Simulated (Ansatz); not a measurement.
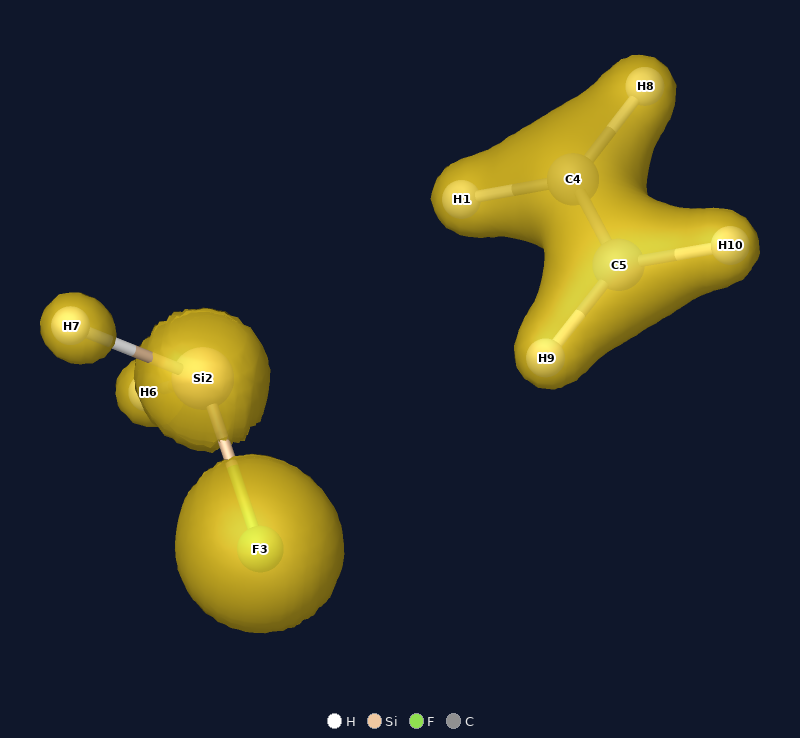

The picture shows: C$_{2}$H$_{4}$···FH$_{2}$Si (doublet). Isosurface of the total electron density at 1 e/Å³ (yellow), seen at an oblique angle.

Theory: Ansatz 0.2.0, UKS BLYP-D4/6-31G*.

```yaml
atoms:
  - { symbol: H, position_ang: [-0.1548, 0.3824, 0.9394] }
  - { symbol: Si, position_ang: [1.8368, -1.1697, -0.0803] }
  - { symbol: F, position_ang: [1.1044, -1.9522, -1.3149] }
  - { symbol: C, position_ang: [-1.1056, 0.8907, 0.7992] }
  - { symbol: C, position_ang: [-1.6593, 1.0004, -0.4170] }
  - { symbol: H, position_ang: [2.3687, -2.1855, 0.8975] }
  - { symbol: H, position_ang: [2.9778, -0.3617, -0.6409] }
  - { symbol: H, position_ang: [-1.5763, 1.3013, 1.7008] }
  - { symbol: H, position_ang: [-1.1783, 0.5780, -1.3074] }
  - { symbol: H, position_ang: [-2.6136, 1.5164, -0.5764] }
```

Question: What does this surface tell about the bonding?

Answer: At this value the surface falls into five separate pieces. It bridges the shortest C–C (1.34 Å) and C–H (1.09 Å) contacts, where the density stays above the isovalue. It is pinched off along the shortest Si···H (2.72 Å) and Si–F (1.63 Å) contacts. On the grid the lowest density along these lines, outside the cores, is 0.09 e/Å³ (Si···H, 2.72 Å), 2.3 e/Å³ (C–C, 1.34 Å), 0.87 e/Å³ (Si–F, 1.63 Å) and 1.9 e/Å³ (C–H, 1.09 Å).
